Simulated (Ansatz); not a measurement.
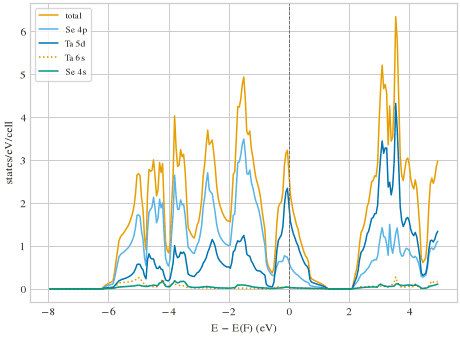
Figure. Total and projected density of states of TaSe$_{2}$ in space group R3m (No. 160; Ta on 3a, Se on 3a, Se on 3a), PBEsol (plane waves, PAW; program Ansatz)

Q: Which orbitals carry the states next to the Fermi level?

A: Within 0.5 eV of the Fermi level: Ta 5d 68 %, Se 4p 26 %. Projections are on Löwdin-orthogonalised atomic valence shells; empty p or d shells of many metals are not among them.

Q: Where is the tallest occupied peak in this window, and what makes it?

A: Near -1.5 eV, about 4.9 states/eV per cell; the largest projected share is Se 4p.

The first step of the workflow began from a Materials Project structure, measured or hypothetical; the Crystallography Open Database copy checked does not list it. COD files the formula under space group No. 2, 42, 166, 186, 194, so this cell is another polymorph or a model. Whether it is the stable phase at ambient conditions was not checked. Symmetry was held in the PBEsol relaxation; of distortions, only those at the zone centre were tested. The workflow began spin-polarised and lost its moments. The cell computed holds one magnetic atom, so no antiferromagnetic order was within reach. A crystal of weakly bound layers computed without a dispersion correction: the cell and the soft elastic constants depend strongly on that. Scalar-relativistic: spin–orbit coupling is off unless named, which matters more the heavier the elements.

Potentials: the later of the program's two PAW sets.
